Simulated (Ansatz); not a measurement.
**CHBF (SMILES [CH]=BF) (doublet): density, localisation and related maps**

Input

```
crystal:
  periodic: [false, false, false]
  atoms:
    - {symbol: C, position_ang: [0.000000, 0.000000, -0.730128]}
    - {symbol: B, position_ang: [0.000000, 0.000000, 0.616424]}
    - {symbol: F, position_ang: [0.000000, 0.000000, 1.909031]}
    - {symbol: H, position_ang: [0.000000, 0.000000, -1.795327]}
basis:
  gaussian:
    orbitals: def2-TZVPD
magnetization:
  spin_polarized: true
  initial_magnetization: 1
hamiltonian:
  xc: {name: PBE0}
output: {forces: true, orbitals: {seedname: orbitals}}
```

Launched as:

```sh
ansatz run input.yaml --threads 2 --pin off --max-ram 4350MiB --events-out events.jsonl --progress --plain --runs-dir runs
```

Geometry: B3LYP-D4/def2-TZVP.

All numbers below come from Ansatz, isolated molecule in a Gaussian basis; Kohn-Sham density functional theory, functional PBE0.

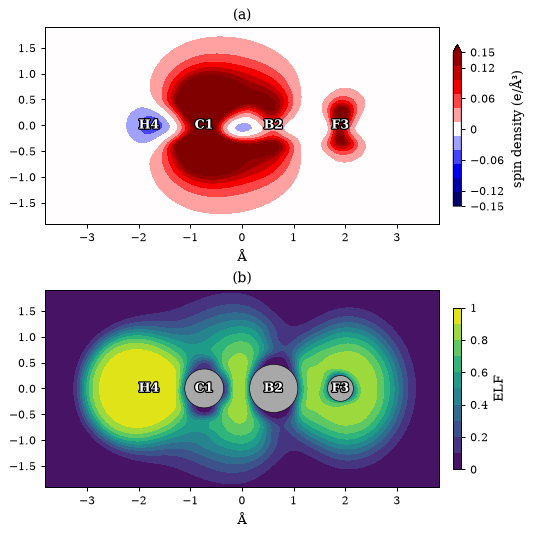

Figure 1. (a) spin density; (b) ELF on a plane that holds the molecular axis. Grey discs cover the atomic cores in the ELF map.

### What does the map show?

- Atoms in the plane: C, B, F and H.
- B–F (1.29 Å): the ELF peaks at about 0.85 between the atoms, as expected for a polar covalent bond.
- C–B (1.35 Å): the ELF peaks at about 0.90 between the atoms; localised, covalent bonding.
- C–H (1.07 Å): the ELF climbs to about 1 towards the hydrogen, as it does in any bond to H; a covalent bond by its length.
- The ELF also peaks beside F3, away from the bonds: non-bonding electrons, paired or unpaired.
- The unpaired spin (1 electron) lies mostly on C1 (about 0.7) and B2 (about 0.3), in electrons by Hirshfeld's partition.

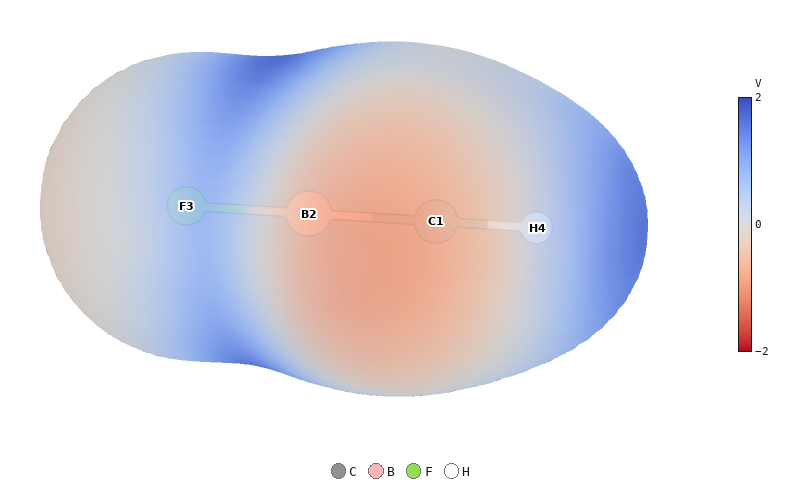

Figure 2. The electrostatic potential painted on the density surface at 0.002 e/bohr³, seen at a tilt; red is negative and blue positive.

### Which sites attract a positive test charge, and which a negative one?

A positive charge is drawn to the negative regions and a negative charge to the positive ones. The most negative region (about −1.0 V) lies over C1, the most positive (about +1.6 V) over B2.

### What dipole moment does the calculation give?

Its dipole moment is 0.19 D.

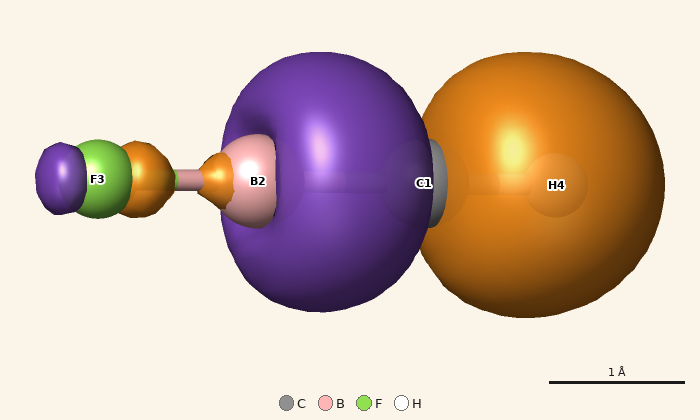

Figure 3. The HOMO−1 (β) at ±0.15 Å⁻³ᐟ² (orange and purple are the two phases), seen from one side.

### Describe this orbital and give its energy.

By Hirshfeld shares it lies mainly on C1 (about 50 %), H4 (about 25 %) and B2 (about 20 %); it is of σ type. Its energy is −13.33 eV.
